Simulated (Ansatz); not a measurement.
# AlGaH4: small, medium and large basis sets

Aim: see how fast density functionals converge with the basis set for AlGaH4.

Computed with Ansatz 0.2.0, Gaussian basis. Level: one geometry, several basis sets.

The runs, in order: PBE0-D4/def2-SVP; ωB97M-V/def2-SVP; PBE0-D4/def2-QZVPP; ωB97M-V/def2-QZVPP; the functionals' def2-TZVPP values are taken from earlier runs.

### 1 Structure used throughout

All runs share one geometry, relaxed beforehand with PBE0-D4 in a triple-zeta def2 set.

6 atoms, charge 0, spin multiplicity 1.

Atoms are counted from 1 here; the program's logs count them from 0.

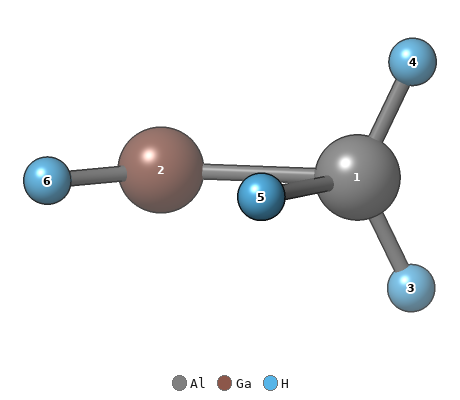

The geometry (aluminium grey, gallium brown, hydrogen blue); atoms are numbered from 1 in the order of the file.

Coordinates:

```mol
AlGaH4
  3D, bonds by distance, orders not assigned

  6  5  0  0  0  0  0  0  0  0999 V2000
   -0.0371   -1.0367   -0.0220 Al  0  0
   -0.4337    1.3268   -0.5104 Ga  0  0
   -1.1396   -1.7000    0.8983 H   0  0
    0.9283   -1.7458   -1.0555 H   0  0
    0.7279    0.2860    0.7526 H   0  0
   -0.0037    2.8057   -0.1092 H   0  0
  1  2  8  0
  1  3  8  0
  1  4  8  0
  1  5  8  0
  2  6  8  0
M  END
```

### 2 PBE0-D4 in def2-SVP

The input, in.yaml:

```yaml
crystal:
  periodic: [false, false, false]
  atoms:
    - {symbol: Al, position_ang: [-0.037113, -1.036675, -0.021971]}
    - {symbol: Ga, position_ang: [-0.433748, 1.326780, -0.510416]}
    - {symbol: H, position_ang: [-1.139585, -1.699990, 0.898294]}
    - {symbol: H, position_ang: [0.928338, -1.745837, -1.055476]}
    - {symbol: H, position_ang: [0.727897, 0.286031, 0.752576]}
    - {symbol: H, position_ang: [-0.003689, 2.805693, -0.109206]}
basis:
  gaussian: {orbitals: def2-SVP}
hamiltonian: {xc: pbe0, dispersion: d4}
output: {orbitals: {seedname: orbitals}}
```

Command:

```console
ansatz run in.yaml --threads 2 --pin off --events-out ev --progress --plain --max-ram 4352MiB
```

After this run come: ωB97M-V in def2-SVP; PBE0-D4 in def2-QZVPP; ωB97M-V in def2-QZVPP.

**Question.** What will the summary of the whole plan be? Wanted: PBE0-D4: double and triple zeta above quadruple; ωB97M-V: double and triple zeta above quadruple.

**Answer**, as computed:

| quantity | value |
| --- | --- |
| PBE0-D4: double and triple zeta above quadruple | 10.49, 1.39 eV |
| ωB97M-V: double and triple zeta above quadruple | 10.47, 1.36 eV |

What this shows: PBE0-D4 gains 9.10 eV from double to triple zeta, then 1.39 eV more. These are total energies; as a rule much of such shifts cancels in differences, which this series doesn't test.
